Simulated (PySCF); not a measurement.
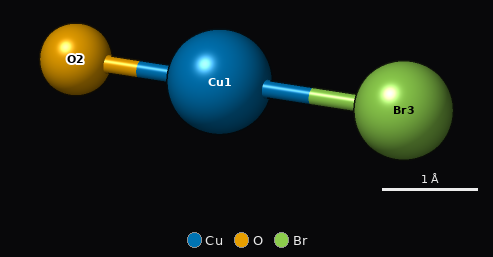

The structure as given in the input (ball-and-stick view, seen at a tilt; atoms are numbered from 1 in the order of the input). Sticks mark near contacts. Bond lengths as drawn: Br–Cu 2.19 Å and Cu–O 1.71 Å.

**Frequency calculation of CuOBr**

CuOBr, multiplicity 3, computed with UKS-based PBE0, Cu def2-TZVP, O def2-TZVP, Br def2-TZVP; non-relativistic Hamiltonian; density fitting (PySCF 2.14.0).

Output:
```
init E= -4289.27369211375
  alpha nocc = 37  HOMO = -0.313251878885354  LUMO = -0.0204151872131888
  beta  nocc = 35  HOMO = -0.306958661762009  LUMO = -0.195795576633961
  HOMO = -0.306958661762  LUMO = -0.195795576634  gap/eV = 3.02490
cycle= 1 E= -4289.27369211242  delta_E= 1.33e-09  |g|= 8.33e-05  |ddm|= 3.13e-05
  alpha nocc = 37  HOMO = -0.31324584229922  LUMO = -0.0204095223448562
  beta  nocc = 35  HOMO = -0.306956153283325  LUMO = -0.195792061597421
  HOMO = -0.306956153283  LUMO = -0.195792061597  gap/eV = 3.02493
cycle= 2 E= -4289.27369208094  delta_E= 3.15e-08  |g|= 0.000401  |ddm|= 0.000153
  alpha nocc = 37  HOMO = -0.313251975800022  LUMO = -0.0204139700683967
  beta  nocc = 35  HOMO = -0.30695886468387  LUMO = -0.195793629305167
  HOMO = -0.306958864684  LUMO = -0.195793629305  gap/eV = 3.02496
cycle= 3 E= -4289.27369211378  delta_E= -3.28e-08  |g|= 8.05e-06  |ddm|= 0.000131
  alpha nocc = 37  HOMO = -0.313251239740954  LUMO = -0.0204141089683176
  beta  nocc = 35  HOMO = -0.306958456319998  LUMO = -0.195794585106527
  HOMO = -0.30695845632  LUMO = -0.195794585107  gap/eV = 3.02492
cycle= 4 E= -4289.2736921138  delta_E= -2.18e-11  |g|= 4.02e-07  |ddm|= 6.47e-06
  alpha nocc = 37  HOMO = -0.313251150275242  LUMO = -0.0204141417156549
  beta  nocc = 35  HOMO = -0.306958372008627  LUMO = -0.195794588092282
  HOMO = -0.306958372009  LUMO = -0.195794588092  gap/eV = 3.02492
Extra cycle  E= -4289.27369211382  delta_E= -1.91e-11  |g|= 1.52e-06  |ddm|= 1e-06
converged SCF energy = -4289.27369211382  <S^2> = 2.0201493  2S+1 = 3.0134029
```

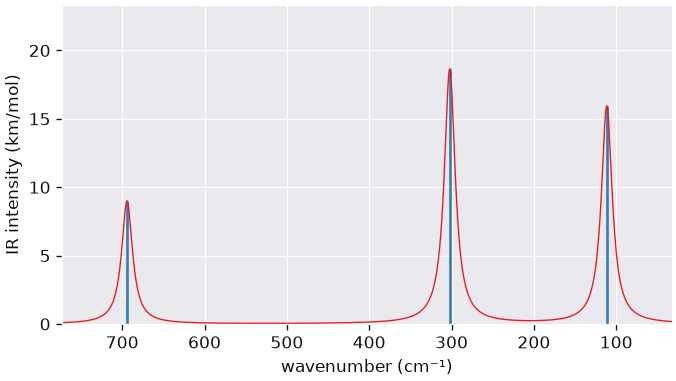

Harmonic infrared spectrum, unscaled: sticks (degenerate modes added up, dark ones marked on the axis) with a Lorentzian envelope of 16 cm⁻¹ full width, scaled to the tallest stick. 4 modes from 111 to 694 cm⁻¹, none imaginary. The strongest line is at 302 cm⁻¹ (18.7 km/mol). All modes, in cm⁻¹ (km/mol): 111 (8.0), 111 (8.0), 302 (18.7), 694 (9.0).

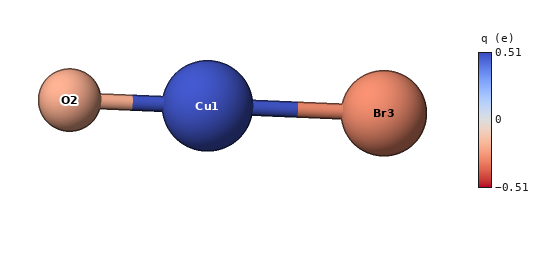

Mulliken charges, as the colour of each atom (ball-and-stick view, seen at a tilt; atoms are numbered from 1 in the order of the input). By element: Cu +0.49, O −0.20 and Br −0.28 e.

The run was set up as follows.

The input:
```python
from pyscf import gto, scf, dft
mol = gto.M(atom='''
Cu    -0.915725    -0.000000    -0.102015
O     -2.615306     0.000000    -0.291353
Br     1.260219    -0.000000     0.140392''',
    basis={'Cu': 'def2-TZVP', 'O': 'def2-TZVP', 'Br': 'def2-TZVP'},
    charge=0, spin=2)
mf = dft.UKS(mol, xc='PBE0')
mf.grids.atom_grid = (75, 302)
aux = {'Cu': 'def2-universal-JKFIT', 'O': 'def2-universal-JKFIT', 'Br': 'def2-universal-JKFIT'}
mf = mf.density_fit(auxbasis=aux)
mf.conv_tol = 1e-09
mf.diis_space = 10
mf.max_cycle = 60
mf.verbose = 4
mf.kernel()
```

The script is an equivalent of the set-up of the self-consistent field. The run itself was carried out by a driver, which started from the orbitals of the step before it where there was one and computed the further properties.

Run as:
```bash
OMP_NUM_THREADS=4 python axn.py task.json out
```

Results in brief:

```tsv
quantity	value
outcome	converged
total energy	−4289.273692 hartree
⟨S²⟩	2.020
zero-point energy	0.002777 hartree
dipole moment	1.07 D
wavenumbers, lowest and highest	111 and 694 cm⁻¹
hardware	4 threads of Arm Neoverse V1, 24 GiB of memory available, shared host
wall time	51 s (CPU time 2.7 min)
peak memory	1.1 GiB
```
